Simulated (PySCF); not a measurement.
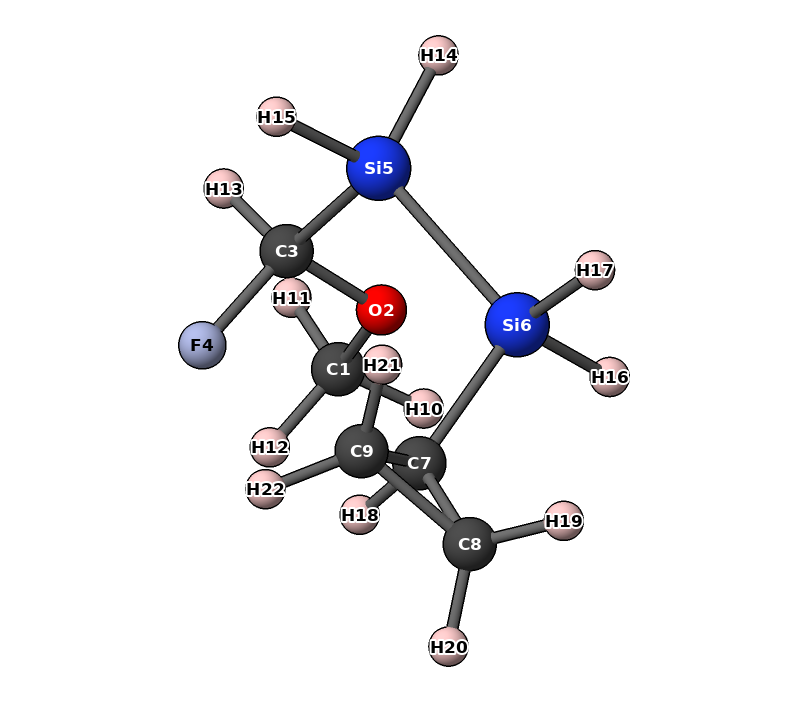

The questions are on isotropic NMR shieldings of the H atoms. The geometry was computed by an optimisation with GFN2-xTB. No frequency run is at hand to confirm it as a minimum. Level of theory: GIAO PBE0/pcSseg-1 NMR shielding, non-relativistic, gas phase (PySCF 2.14.0).

Which H atom is the most shielded (lowest chemical shift)?

H18 (31.75 ppm).

Which H atom is the least shielded (highest chemical shift)?

H13 (25.84 ppm).

How wide is the range of H shifts?

5.92 ppm.

List the isotropic NMR shieldings of the H atoms.

```
atom  σ (ppm)
 H10    27.79
 H11    28.46
 H12    27.51
 H13    25.84
 H14    27.97
 H15    27.70
 H16    27.17
 H17    28.53
 H18    31.75
 H19    31.45
 H20    30.95
 H21    31.63
 H22    31.04
```

The geometry is semi-empirical. Around Si such bond lengths and angles can be off by a tenth of an ångström or more and by several degrees, and values that hang on the shape move with them.
